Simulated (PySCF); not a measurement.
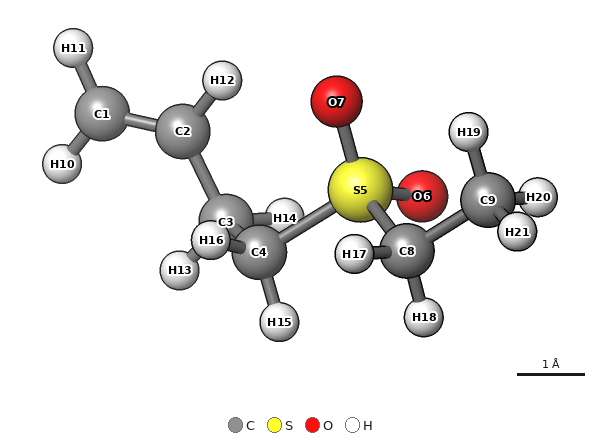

Figure 1. The structure (ball-and-stick view, seen at a tilt; atoms are numbered from 1 in the order of the input). Bond lengths as drawn: C–C 1.32 to 1.52 Å, C–H 1.08 to 1.09 Å, C–S 1.83 Å and O–S 1.44 Å.

**Run report: C6H12O2S, NMR shielding calculation**

System: C6H12O2S, SMILES C=CCCS(=O)(=O)CC.
Method: GIAO PBE0/pcSseg-1 NMR shielding, non-relativistic, gas phase (PySCF 2.14.0).

The geometry comes from this level: GFN2-xTB. Figures and captions count atoms from 1; the log counts them from 0 in places.

What the program printed
```
coarse grid: 17752 points
cycle   1  E = -783.4396553470  dE =  1.740e+00  |g| = 1.160e+00  |ddm| = 4.176e+00
cycle   2  E = -782.8354265607  dE =  6.042e-01  |g| = 2.148e+00  |ddm| = 2.831e+00
cycle   3  E = -783.6849912164  dE = -8.496e-01  |g| = 1.925e-01  |ddm| = 2.065e+00
cycle   4  E = -783.6932527728  dE = -8.262e-03  |g| = 6.781e-02  |ddm| = 2.176e-01
cycle   5  E = -783.6943411201  dE = -1.088e-03  |g| = 1.409e-02  |ddm| = 5.809e-02
cycle   6  E = -783.6943828658  dE = -4.175e-05  |g| = 4.925e-03  |ddm| = 1.549e-02
cycle   7  E = -783.6943883221  dE = -5.456e-06  |g| = 1.595e-03  |ddm| = 4.462e-03
final grid: 165880 points
cycle   8  E = -783.7717617837  dE = -3.732e-05  |g| = 1.297e-02  |ddm| = 3.522e-02
cycle   9  E = -783.7717235327  dE =  3.825e-05  |g| = 1.882e-02  |ddm| = 2.586e-02
cycle  10  E = -783.7717977726  dE = -7.424e-05  |g| = 2.765e-03  |ddm| = 1.657e-02
cycle  11  E = -783.7717992229  dE = -1.450e-06  |g| = 1.896e-04  |ddm| = 2.171e-03
cycle  12  E = -783.7717992297  dE = -6.751e-09  |g| = 1.075e-04  |ddm| = 3.161e-04
cycle  13  E = -783.7717992321  dE = -2.417e-09  |g| = 4.272e-05  |ddm| = 1.239e-04
cycle  14  E = -783.7717992325  dE = -3.818e-10  |g| = 1.208e-05  |ddm| = 4.038e-05
```

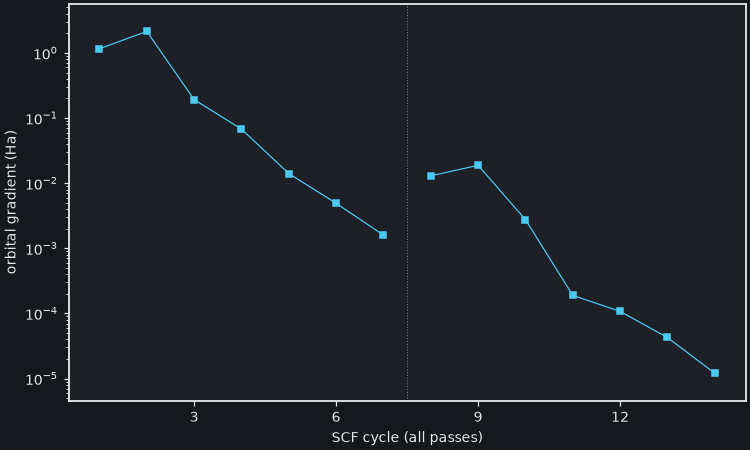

Figure 2. Convergence of the self-consistent field: orbital gradient against the SCF cycle. The dotted line marks the change from a coarse to the final integration grid. The first 7 cycles use a coarse grid, the final grid takes over at cycle 8, and the field converges after 14 cycles in all.

```
converged SCF energy = -783.7717992325

GIAO shielding tensors (ppm)
atom      isotropic    diamagn.    paramagn.     s11        s22        s33       span
  0 C       65.861     251.605    -185.743    -45.016     85.707    156.893    201.908
  1 C       39.564     257.453    -217.889    -85.068     43.256    160.504    245.572
  2 C      156.313     249.351     -93.038    140.670    151.592    176.678     36.008
  3 C      125.476     260.175    -134.699    105.114    109.593    161.723     56.609
  4 S      197.537    1056.339    -858.802     56.989    195.528    340.095    283.106
  5 O      148.410     402.724    -254.314     63.351     97.115    284.763    221.412
  6 O      134.248     403.103    -268.855     68.658     95.140    238.944    170.286
  7 C      129.686     258.884    -129.199    105.961    110.460    172.636     66.675
  8 C      181.662     245.023     -63.361    175.080    180.422    189.483     14.403
  9 H       26.346      29.860      -3.514     22.760     25.720     30.559      7.798
 10 H       26.399      28.771      -2.372     23.359     25.095     30.742      7.383
 11 H       24.697      33.160      -8.463     20.838     22.136     31.116     10.277
 12 H       29.465      32.277      -2.812     24.727     28.584     35.082     10.355
 13 H       28.218      32.015      -3.797     23.928     28.994     31.733      7.805
 14 H       29.067      34.845      -5.778     24.716     29.763     32.721      8.005
 15 H       29.133      34.838      -5.705     26.025     29.315     32.059      6.034
 16 H       29.064      33.408      -4.344     25.222     29.409     32.561      7.339
 17 H       29.157      32.934      -3.777     25.332     29.211     32.928      7.596
 18 H       29.864      28.138       1.726     24.616     29.599     35.378     10.763
 19 H       29.991      27.703       2.288     24.751     29.259     35.962     11.211
 20 H       30.459      25.421       5.038     25.837     27.218     38.321     12.485
```

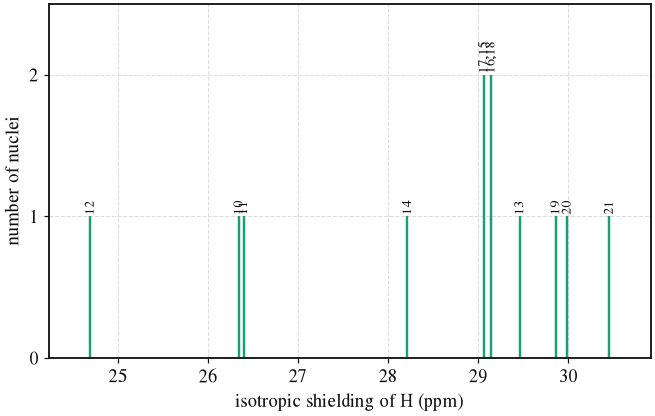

Figure 3. Isotropic shieldings of the hydrogen nuclei in this fixed geometry, labelled by atom number; shielding grows to the right, so chemical shift grows to the left. The least shielded is H12 (24.7 ppm), the most shielded H21 (30.5 ppm).

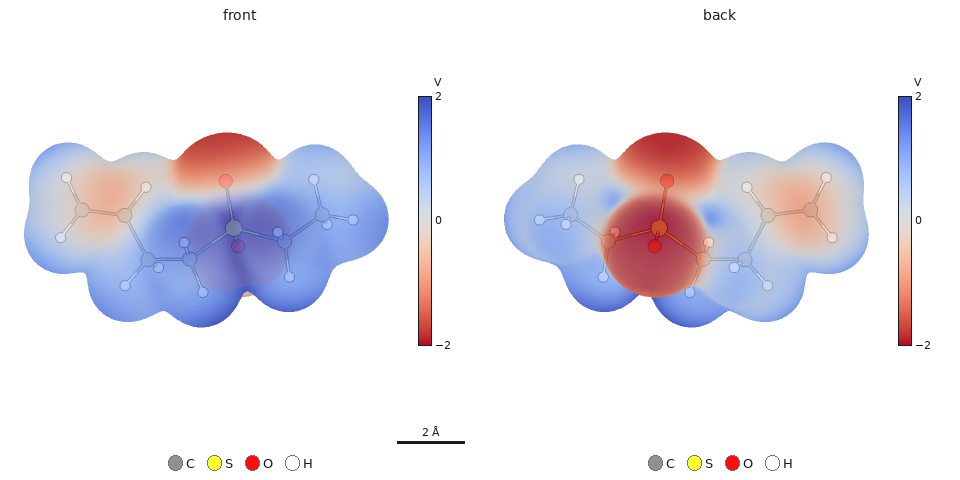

Figure 4. The molecular electrostatic potential painted on the density surface at 0.004 e/bohr³, seen at a tilt and from behind; red is negative and blue positive. A positive charge is drawn to the negative regions and a negative charge to the positive ones.

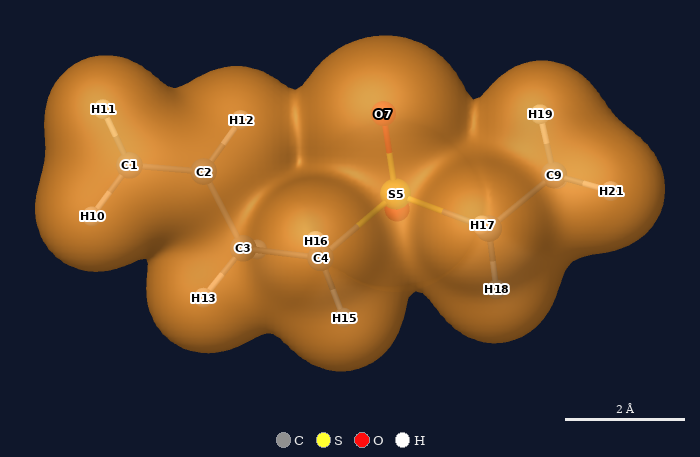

Figure 5. Isosurface of the electron density at 0.05 e/Å³ (orange), seen face on. At this value the surface is in one piece. On the grid the lowest density along these lines, outside the cores, is 2.3 e/Å³ (C–C, 1.32 Å), 2 e/Å³ (S–O, 1.44 Å), 1.3 e/Å³ (C–S, 1.83 Å) and 1.9 e/Å³ (C–H, 1.08 Å).

The run was set up as follows.

Input
```
{"job": {"kind": "nmr", "xc": "PBE0", "basis": "pcSseg-1"}, "charge": 0, "multiplicity": 1}
C      3.739669    -0.671460     0.435184
C      2.484928    -0.561062     0.042610
C      1.811373     0.743731    -0.254274
C      0.500069     0.880573     0.506290
S     -0.766222    -0.186308    -0.275635
O     -0.792350     0.106645    -1.683215
O     -0.553719    -1.554988     0.110934
C     -2.343139     0.373900     0.462801
C     -3.441943    -0.522136    -0.065402
H      4.374143     0.191328     0.564332
H      4.192001    -1.626992     0.636079
H      1.859432    -1.433080    -0.082713
H      2.478632     1.574747    -0.010658
H      1.572820     0.791838    -1.321606
H      0.105751     1.891458     0.443256
H      0.586603     0.564802     1.541939
H     -2.226000     0.290433     1.539733
H     -2.476999     1.410373     0.166919
H     -3.205738    -1.556716     0.172268
H     -3.503348    -0.424090    -1.146619
H     -4.404884    -0.266052     0.372009
```

The first line tells a small driver script what to run in PySCF; the rest is the geometry in Å.

Run as:
```bash
OMP_NUM_THREADS=1 python <driver script> task.json out
```

Key numbers

| quantity | value |
| --- | --- |
| outcome | converged |
| total energy | −783.771799 hartree |
| HOMO | −7.58 eV |
| LUMO | 0.33 eV |
| dipole moment | 4.33 D |
| isotropic shielding, C | 39.6 to 181.7 ppm |
| isotropic shielding, S | 197.5 ppm |
| isotropic shielding, O | 134.2 to 148.4 ppm |
| isotropic shielding, H | 24.7 to 30.5 ppm |
| hardware | 1 CPU thread, shared host |
| wall time | 92 s |
| peak memory | 0.95 GiB |
